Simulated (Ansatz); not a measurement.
**MoOF4: one molecule under many settings**

How do the results and run time of MoOF4 respond when the settings are drawn wide?

Computed with Ansatz 0.2.0, Gaussian basis. Level: the settings change from run to run.

1 further run of the same task is left out (set aside as unsound or not needed).

### Step 1. The relaxed structure

An earlier PBE-D4/def2-SVP relaxation fixed the geometry. Mo takes a core potential in def2 sets; no spin-orbit term is included.

6 atoms, charge 0, spin multiplicity 1.

Atoms are counted from 1 here; the program's logs count them from 0.

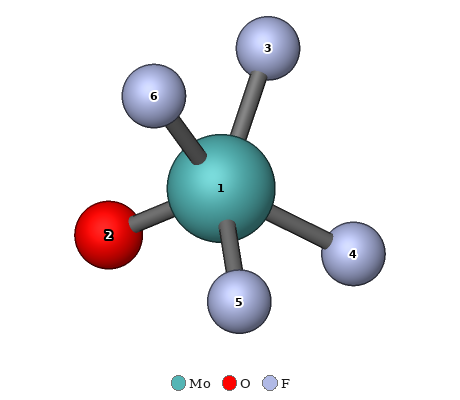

The structure; molybdenum teal, oxygen red, fluorine light blue; atoms are numbered from 1 in the order of the file.

### Step 2. wB97/def2-SVP

Options: atoms shaken by 0.15 Å, a grid of angular degree 47.

Input file in.yaml:

```yaml
crystal:
  periodic: [false, false, false]
  atoms:
    - {symbol: Mo, position_ang: [-0.130411, -0.024212, -0.236521]}
    - {symbol: O, position_ang: [0.102678, -0.192852, 1.743784]}
    - {symbol: F, position_ang: [1.668937, -0.048930, -0.374253]}
    - {symbol: F, position_ang: [-0.075973, 2.017275, -0.653771]}
    - {symbol: F, position_ang: [-1.768165, 0.210058, -0.283754]}
    - {symbol: F, position_ang: [0.009089, -1.703507, -0.339936]}
basis:
  gaussian: {orbitals: def2-SVP, final_grid: {core_spheres: 20, valence_spheres: 16, degree: 47}}
hamiltonian: {xc: {name: wB97}}
scf: {omitted_lower_state_checks: [starts]}
```

Started as:

```
$ ansatz run in.yaml --threads 4 --pin off --events-out ev --progress --plain --max-ram 3916MiB
```

Log:

```text
Functional definition: wB97
  name "wB97"
  cite "Chai & Head-Gordon, J. Chem. Phys. 128, 084106 (2008) doi:10.1063/1.2834918"
  cite "Becke, J. Chem. Phys. 107, 8554 (1997) doi:10.1063/1.475007"
  parameter omega = 0.4/bohr
  parameter cx1 = 1.13116
  parameter cx2 = -2.74915
  parameter cx3 = 12.0900
  parameter cx4 = -5.71642
  parameter css1 = -2.55352
  parameter css2 = 11.8926
  parameter css3 = -26.9452
  parameter css4 = 17.0927
  parameter cos1 = 3.99051
  parameter cos2 = -17.0066
  parameter cos3 = 1.07292
  parameter cos4 = 8.88211
  # The coefficients of nought are those of the uniform gas.
  exchange = spin_sum(e_x_unif_sr(omega)*poly(b97_u_x, 1, cx1, cx2, cx3, cx4)) + exact_x_lr(omega)
  correlation = spin_sum(e_c_pw_same_spin*poly(b97_u_same, 1, css1, css2, css3, css4))
      + integral(e_c_pw_opposite_spin*poly(b97_u_opposite, 1, cos1, cos2, cos3, cos4))
these checks for a lower state are left out or cut short: starts
1038 factors; their error is unknown
255 factors; integrals over basis functions are off by at most 1.7e-5 eV
mean field evaluation 1: about -14733.8840 eV, gradient 1.0e2 eV
mean field evaluation 2: about -14480.5040 eV, gradient 3.0e2 eV
mean field evaluation 4: about -14755.9008 eV, gradient 3.4e1 eV
mean field evaluation 8: about -14757.8632 eV, gradient 2.0e0 eV
mean field evaluation 16: about -14757.8348 eV, gradient 4.6e-3 eV
mean field -14757.83484037 eV, -542.3404271638 hartree, gradient 4.3e-5 eV, S^2 0.000000; 0 other end points of the search recorded, 0 dependent functions left out
reference -14757.83482049 eV, -542.3404264334 hartree; 29, 29 occupied and 72, 72 virtual orbitals, 1038 factors
Total energy: -14757.83482049 eV, -542.3404264334 hartree
Checks for a lower state left out: starts
```

Run time: 2.1 s. Hardware: 4 threads of Arm Neoverse V2, shared host.

### Step 3. LC-wPBE/def2-TZVP

Input file in.yaml:

```yaml
crystal:
  periodic: [false, false, false]
  atoms:
    - {symbol: Mo, position_ang: [0.000065, -0.000165, 0.043257]}
    - {symbol: O, position_ang: [0.002617, -0.006586, 1.708779]}
    - {symbol: F, position_ang: [1.789066, 0.013291, -0.440709]}
    - {symbol: F, position_ang: [-0.012263, 1.791418, -0.431094]}
    - {symbol: F, position_ang: [-1.790412, -0.009911, -0.435314]}
    - {symbol: F, position_ang: [0.010918, -1.788038, -0.444929]}
basis:
  gaussian: {orbitals: def2-TZVP}
hamiltonian: {xc: {name: LC-wPBE}}
output: {forces: true}
```

Same command.

Log (excerpt; [...] marks lines left out):

```text
Functional definition: LC-wPBE
  name "LC-wPBE"
  cite "Vydrov & Scuseria, J. Chem. Phys. 125, 234109 (2006) doi:10.1063/1.2409292"
  cite "Heyd & Scuseria, J. Chem. Phys. 120, 7274 (2004) doi:10.1063/1.1668634"
  cite "Ernzerhof & Perdew, J. Chem. Phys. 109, 3313 (1998) doi:10.1063/1.476928"
  cite "Perdew, Burke & Ernzerhof, Phys. Rev. Lett. 77, 3865 (1996) doi:10.1103/PhysRevLett.77.3865"
  parent pbe
[...]
1083 factors; their error is unknown
311 factors; integrals over basis functions are off by at most 1.8e-5 eV
[...]
mean field -14775.00137792 eV, -542.9712857829 hartree, gradient 4.1e-5 eV, S^2 0.000000; 0 other end points of the search recorded, 0 dependent functions left out
[...]
reference -14775.00137793 eV, -542.9712857832 hartree; 29, 29 occupied and 166, 166 virtual orbitals, 1083 factors
Total energy: -14775.00137793 eV, -542.9712857832 hartree
Atom 0 at     0.000065    -0.000165     0.043257 Å, force     0.003051    -0.007676     1.991042 eV/Å
Atom 1 at     0.002617    -0.006586     1.708779 Å, force    -0.004269     0.010740    -2.785956 eV/Å
Atom 2 at     1.789066     0.013291    -0.440709 Å, force    -0.886389    -0.006514     0.200064 eV/Å
Atom 3 at    -0.012263     1.791418    -0.431094 Å, force     0.006047    -0.887460     0.195302 eV/Å
Atom 4 at    -1.790412    -0.009911    -0.435314 Å, force     0.886999     0.004981     0.197391 eV/Å
Atom 5 at     0.010918    -1.788038    -0.444929 Å, force    -0.005438     0.885928     0.202157 eV/Å
Dipole moment:     0.000034    -0.000085     0.022012 e Å
```

Run time: 2.4 s. Hardware: 4 threads of Arm Neoverse V2, shared host.

Largest force 2.786 eV/Å, dipole 0.11 D.

### Step 4. PBE/def2-SVP

Set apart from the defaults: charge +1, multiplicity 2, atoms shaken by 0.03 Å.

Input file in.yaml:

```yaml
crystal:
  periodic: [false, false, false]
  atoms:
    - {symbol: Mo, position_ang: [0.038617, -0.023594, 0.064321]}
    - {symbol: O, position_ang: [0.022249, -0.033648, 1.693039]}
    - {symbol: F, position_ang: [1.806500, -0.001221, -0.464171]}
    - {symbol: F, position_ang: [-0.039098, 1.758836, -0.461137]}
    - {symbol: F, position_ang: [-1.786460, -0.001338, -0.418155]}
    - {symbol: F, position_ang: [0.020785, -1.776817, -0.450667]}
basis:
  gaussian: {orbitals: def2-SVP}
total_charge: 1
magnetization: {spin_polarized: true, initial_magnetization: 1}
hamiltonian: {xc: {name: PBE}}
scf: {omitted_lower_state_checks: [starts]}
```

The command is unchanged.

Log:

```text
Functional definition: PBE
  name "PBE"
  cite "Perdew, Burke & Ernzerhof, Phys. Rev. Lett. 77, 3865 (1996) doi:10.1103/PhysRevLett.77.3865"
  parent pbe
  parameter kappa = 0.804
  parameter beta = 0.06672455060314922
  exchange = pbe_x(kappa = kappa, mu = beta*pi^2/3)
  correlation = pbe_c(beta = beta)
these checks for a lower state are left out or cut short: starts
1038 factors; their error is unknown
mean field evaluation 1: about -14723.3640 eV, gradient 7.6e1 eV
mean field evaluation 2: about -14401.9403 eV, gradient 2.5e2 eV
mean field evaluation 4: about -14730.4791 eV, gradient 5.1e1 eV
mean field evaluation 8: about -14734.7703 eV, gradient 4.2e1 eV
mean field evaluation 16: about -14742.1167 eV, gradient 2.8e-5 eV
mean field -14742.11669035 eV, -541.7627958048 hartree, gradient 2.4e-6 eV, S^2 0.756049; 0 other end points of the search recorded, 0 dependent functions left out
reference -14742.11676955 eV, -541.7627987154 hartree; 29, 28 occupied and 72, 73 virtual orbitals, 1038 factors
Total energy: -14742.11676955 eV, -541.7627987154 hartree
Checks for a lower state left out: starts
```

It took 3.7 s on 4 threads of Arm Neoverse V2, shared host.

⟨S²⟩ 0.756.

### Step 5. PBEsol/def2-TZVP

Set apart from the defaults: atoms shaken by 0.15 Å.

Input file in.yaml:

```yaml
crystal:
  periodic: [false, false, false]
  atoms:
    - {symbol: Mo, position_ang: [-0.028901, 0.067725, -0.046380]}
    - {symbol: O, position_ang: [-0.105942, -0.198275, 1.707176]}
    - {symbol: F, position_ang: [1.703033, -0.128664, -0.495580]}
    - {symbol: F, position_ang: [-0.033537, 1.889901, -0.286127]}
    - {symbol: F, position_ang: [-1.983100, 0.013197, -0.346381]}
    - {symbol: F, position_ang: [-0.028313, -1.855726, -0.313420]}
basis:
  gaussian: {orbitals: def2-TZVP}
hamiltonian: {xc: {name: PBEsol}}
scf: {omitted_lower_state_checks: [starts]}
```

The command is unchanged.

Log:

```text
Functional definition: PBEsol
  name "PBEsol"
  cite "Perdew et al., Phys. Rev. Lett. 100, 136406 (2008) doi:10.1103/PhysRevLett.100.136406"
  cite "Perdew, Burke & Ernzerhof, Phys. Rev. Lett. 77, 3865 (1996) doi:10.1103/PhysRevLett.77.3865"
  parent pbesol
  exchange = pbesol_x
  correlation = pbesol_c
these checks for a lower state are left out or cut short: starts
1083 factors; their error is unknown
mean field evaluation 1: about -14709.2407 eV, gradient 1.1e2 eV
mean field evaluation 2: about -14292.7403 eV, gradient 4.2e2 eV
mean field evaluation 4: about -14701.7436 eV, gradient 1.3e2 eV
mean field evaluation 8: about -14729.8207 eV, gradient 7.6e0 eV
mean field evaluation 16: about -14729.9085 eV, gradient 3.5e-2 eV
mean field -14729.90852988 eV, -541.3141541825 hartree, gradient 1.1e-5 eV, S^2 0.000000; 0 other end points of the search recorded, 0 dependent functions left out
reference -14729.90859561 eV, -541.3141565980 hartree; 29, 29 occupied and 166, 166 virtual orbitals, 1083 factors
Total energy: -14729.90859561 eV, -541.3141565980 hartree
Checks for a lower state left out: starts
```

Run time: 1.7 s. Hardware: 4 threads of Arm Neoverse V2, shared host.

### Step 6. The runs in one table

| level | charge | multiplicity | geometry | functions | energy (eV) | time |
| --- | --- | --- | --- | --- | --- | --- |
| wB97/def2-SVP | 0 | 1 | shaken | 101 | -14757.835 | 2.1 s |
| LC-wPBE/def2-TZVP | 0 | 1 | relaxed | 195 | -14775.001 | 2.4 s |
| PBE/def2-SVP | 1 | 2 | shaken | 101 | -14742.117 | 3.7 s |
| PBEsol/def2-TZVP | 0 | 1 | shaken | 195 | -14729.909 | 1.7 s |

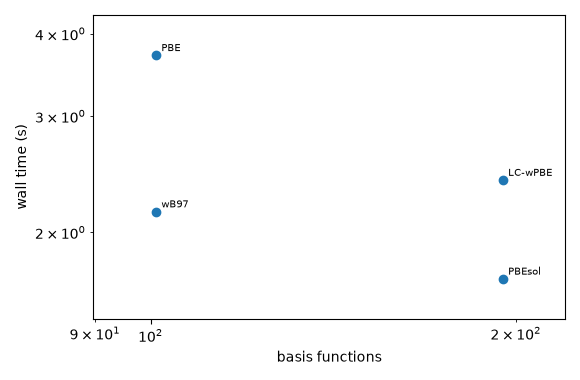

Wall time against the number of basis functions (shared host).

### Step 7. Summary of results

| quantity | value |
| --- | --- |
| runs | 4 |
| quickest | PBEsol/def2-TZVP, 1.7 s |
| slowest | PBE/def2-SVP, 3.7 s |

**Reading.** The runs differ in state or geometry as well as level, so their energies can't be set against each other. PBE/def2-SVP took 2 times as long as PBEsol/def2-TZVP. The jobs differ in tasks and options as well as level. At the PBE-D4/def2-SVP geometry and in the same state, runs without warnings or point charges leave forces up to 2.79 eV/Å (LC-wPBE/def2-TZVP).
